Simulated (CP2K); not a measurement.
# SiCNF2 (SMILES N#C[Si](F)F) at PM6

What is the vertical ionisation energy of SiCNF2 at PM6? 

Program for the calculation: CP2K 2026.2.

8 further runs of the same task are left out: 3 that didn't finish, 5 set aside as unsound or not needed.

## Step 1: The system as given

SiCNF2 has 5 atoms, charge 0, and is taken as a doublet. SMILES: `N#C[Si](F)F`. Geometry: relaxed at PBE0-D4/def2-TZVP.

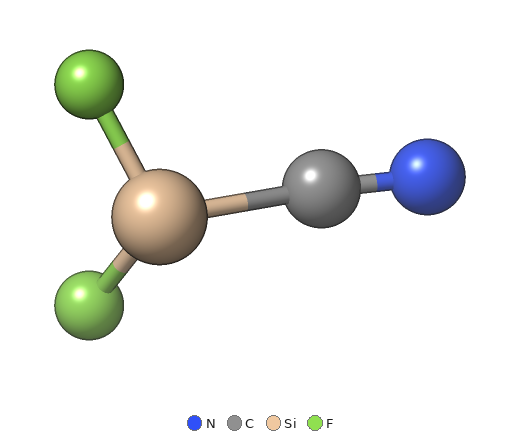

The structure, seen from a chosen angle (nitrogen blue, carbon grey, silicon light orange, fluorine green).

## Step 2: The energy at PM6

Contents of calc.inp:

```
&global
 project_name calc
 run_type ENERGY
 print_level MEDIUM
&end
&force_eval
 method QUICKSTEP
 &dft
  charge 0
  multiplicity 2
  unrestricted_kohn_sham T
  # Quickstep
  &qs
   method PM6
   eps_default 1.0E-10
   &se
    &coulomb
     cutoff [angstrom] 50
     rc_range [angstrom] 0
    &end
    &exchange
     cutoff [angstrom] 50
     rc_range [angstrom] 0
    &end
   &end
  &end
  # isolated system
  &poisson
   periodic NONE
   poisson_solver ANALYTIC
  &end
  &scf
   scf_guess ATOMIC
   eps_scf 1.0E-07
   max_scf 100
   added_mos 8
   &diagonalization
    algorithm STANDARD
   &end
   &mixing
    method DIRECT_P_MIXING
    alpha 0.4
   &end
  &end
  &print
   &moments
    periodic F
    reference COM
    max_moment 1
   &end
   &mo ON
    energies T
    occupation_numbers T
    ndigits 6
    &each
     qs_scf 0
    &end
    add_last NUMERIC
   &end
   &hirshfeld OFF
   &end
  &end
 &end
 &subsys
  &cell
   abc [angstrom] 11.1 10.9 10.1
   periodic NONE
  &end
  &coord
   UNIT bohr
   N      2.6949384    -2.0858797     2.5781534
   C      1.4040665    -1.0703409     1.1480086
   Si    -0.3643392     0.4045904    -1.4617032
   F     -3.1286306    -0.7226313    -1.4314675
   F     -0.5119268     3.3351776    -0.9114149
  &end
  &topology
   &center_coordinates
   &end
  &end
 &end
&end
```

The run is started by

```bash
$ OMP_NUM_THREADS=1 cp2k.psmp -i calc.inp > calc.out 2>&1
```

Output:

```text
CP2K| version string:                                       CP2K version 2026.2
[...]
 GLOBAL| Method name                                                        CP2K
[...]
 GLOBAL| Run type                                                         ENERGY
[...]
                             - Atoms:                                          5
[...]
                             - Spherical basis functions:                     25
[...]
 Number of electrons:                                                         14
[...]
     1 P_Mix/Diag. 0.40E+00    0.0     0.46872230       -43.7630450849 -4.38E+01
[...]
    29 DIIS/Diag.  0.64E-07    0.0     0.00000006       -48.4571968823 -1.71E-13
  *** SCF run converged in    29 steps ***
  Core-core repulsion energy [eV]:                           1472.91977905533031
  Core Hamiltonian energy [eV]:                             -2199.11170614995035
  Two-electron integral energy [eV]:                        -1184.79091576555948
  Electronic energy [eV]:                                   -2791.50716403273009
  Total energy [eV]:                                        -1318.58738497739955
  Atomic reference energy [eV]:                              1313.54562519162391
  Heat of formation [kcal/mol]:                              -116.26575190854182
[...]
 SE_DIPOLE| Moment [Debye]          0.06934469      -0.35740857       2.44009732
 SE_DIPOLE| Derivative [a.u.]       0.00000000       0.00000000       0.00000000
 ENERGY| Total FORCE_EVAL ( QS ) energy [hartree]            -48.457196882315117
[...]
```

Run time: 0.26 s. Hardware: 1 thread of Arm Neoverse V2, shared host.

## Step 3: The singlet cation, same level

Contents of run.inp:

```
&GLOBAL
 PROJECT run
 RUN_TYPE ENERGY
 PRINT_LEVEL MEDIUM
&END

&FORCE_EVAL
 METHOD Quickstep
 &DFT
  CHARGE 1
  &QS
   METHOD PM6
   EPS_DEFAULT 1.0E-10
   &SE
    &COULOMB
     CUTOFF [angstrom] 50
     RC_RANGE [angstrom] 0
    &END
    &EXCHANGE
     CUTOFF [angstrom] 50
     RC_RANGE [angstrom] 0
    &END
   &END
  &END
  &POISSON
   PERIODIC NONE
   POISSON_SOLVER ANALYTIC
  &END
  &SCF
   SCF_GUESS ATOMIC
   EPS_SCF 1.0E-07
   MAX_SCF 100
   ADDED_MOS 8
   &DIAGONALIZATION
    ALGORITHM STANDARD
   &END
   &MIXING
    METHOD DIRECT_P_MIXING
    ALPHA 0.4
   &END
  &END
  &PRINT
   &MOMENTS
    PERIODIC F
    REFERENCE COM
    MAX_MOMENT 1
   &END
   &MO ON
    ENERGIES T
    OCCUPATION_NUMBERS T
    NDIGITS 6
    &EACH
     QS_SCF 0
    &END
    ADD_LAST NUMERIC
   &END
   &HIRSHFELD OFF
   &END
  &END
 &END
 &SUBSYS
  &CELL
   ABC 11.1 10.9 10.1
   PERIODIC NONE
  &END
  &COORD
   UNIT bohr
   N      2.6949384    -2.0858797     2.5781534
   C      1.4040665    -1.0703409     1.1480086
   Si    -0.3643392     0.4045904    -1.4617032
   F     -3.1286306    -0.7226313    -1.4314675
   F     -0.5119268     3.3351776    -0.9114149
  &END
  &TOPOLOGY
   &CENTER_COORDINATES
   &END
  &END
 &END
&END
```

The run is started by

```bash
$ OMP_NUM_THREADS=1 cp2k.psmp -i run.inp > run.out 2>&1
```

Output:

```text
CP2K| version string:                                       CP2K version 2026.2
[...]
 GLOBAL| Method name                                                        CP2K
[...]
 GLOBAL| Run type                                                         ENERGY
[...]
                             - Atoms:                                          5
[...]
                             - Spherical basis functions:                     25
[...]
 Number of electrons:                                                         26
[...]
     1 P_Mix/Diag. 0.40E+00    0.0     0.81196197       -43.2610372807 -4.33E+01
[...]
    17 DIIS/Diag.  0.77E-07    0.0     0.00000006       -48.1572666437 -1.92E-13
  *** SCF run converged in    17 steps ***
  Core-core repulsion energy [eV]:                           1472.91977905533031
  Core Hamiltonian energy [eV]:                             -2162.90189330878775
  Two-electron integral energy [eV]:                        -1240.88750774205778
  Electronic energy [eV]:                                   -2783.34564717981675
  Total energy [eV]:                                        -1310.42586812448644
  Atomic reference energy [eV]:                              1313.54562519162391
  Heat of formation [kcal/mol]:                                71.94331277068359
[...]
 SE_DIPOLE| Moment [Debye]         -1.00722123      -0.13460462       6.11807484
 SE_DIPOLE| Derivative [a.u.]       0.00000000       0.00000000       0.00000000
 ENERGY| Total FORCE_EVAL ( QS ) energy [hartree]            -48.157266643708496
[...]
```

It took 0.22 s on 1 thread of Arm Neoverse V2, shared host.

## Step 4: Outcome

At PM6:

```
                                          quantity            value
                      doublet SiCNF2: total energy     -48.45720 Eh
                     doublet SiCNF2: dipole moment           2.47 D
doublet SiCNF2: HOMO energy (highest over α and β)         -8.31 eV
 doublet SiCNF2: LUMO energy (lowest over α and β)         -2.20 eV
                 doublet SiCNF2: heat of formation  -116.3 kcal/mol
                      singlet cation: total energy     -48.15727 Eh
                       singlet cation: HOMO energy        -16.72 eV
                       singlet cation: LUMO energy         -8.01 eV
                     singlet cation: HOMO–LUMO gap          8.71 eV
                 singlet cation: heat of formation    71.9 kcal/mol
vertical ionisation energy (to the singlet cation)         8.162 eV
```

Removing an electron at fixed nuclei costs 8.16 eV (188 kcal/mol). Only the singlet of the ionised species was computed; a triplet could lie lower.
